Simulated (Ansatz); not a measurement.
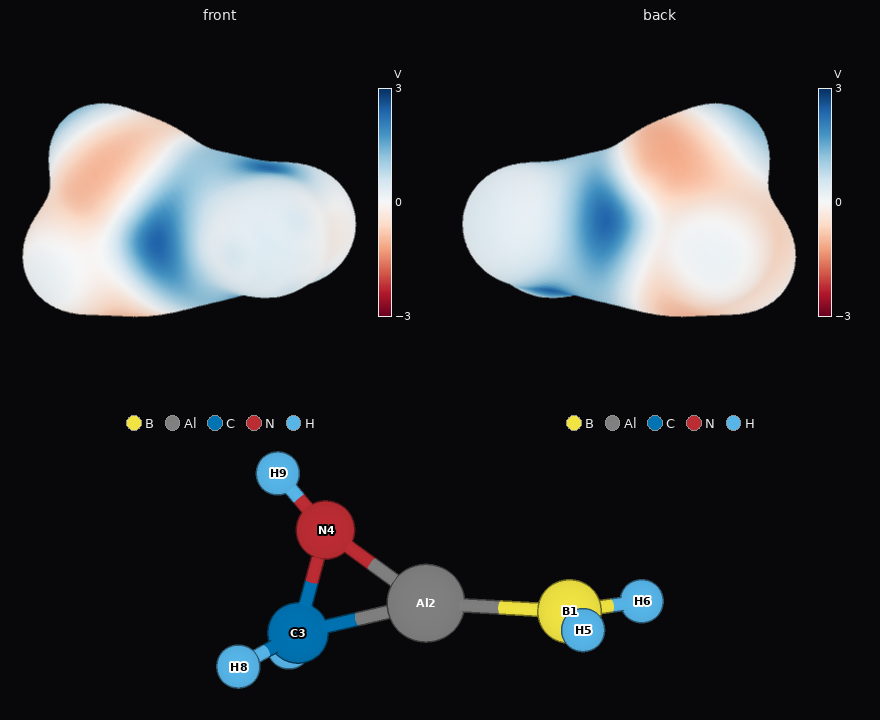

*CH5AlBN (SMILES [BH2][Al]1[CH2][NH]1). The molecular electrostatic potential painted on the density surface at 0.002 e/bohr³, seen from the front and from behind; red is negative and blue positive. The bare structure is drawn below in the same view.*

Geometry: PBE0-D4/def2-TZVP.

All numbers below come from Ansatz, RKS PBE0-D4/def2-TZVPP.

```xyz
9

B    -0.9448    1.7587   -1.3203
Al   -0.1166    0.1899   -0.1877
C     0.6732   -1.4824    0.4005
N     0.3983   -0.3831    1.3613
H    -0.2544    2.5563   -1.8843
H    -2.1261    1.8715   -1.4710
H     0.0791   -2.3908    0.5283
H     1.7262   -1.7174    0.2254
H     0.6537   -0.4492    2.3309
```

**Which sites attract a positive test charge, and which a negative one?**

A positive charge is drawn to the negative regions and a negative charge to the positive ones. The most negative region (about −1.1 V, or −25 kcal/mol for a unit charge) lies over N4, the most positive (about +2.3 V, or +53 kcal/mol for a unit charge) over B1 and Al2. N4 is the likeliest acceptor of a hydrogen bond.
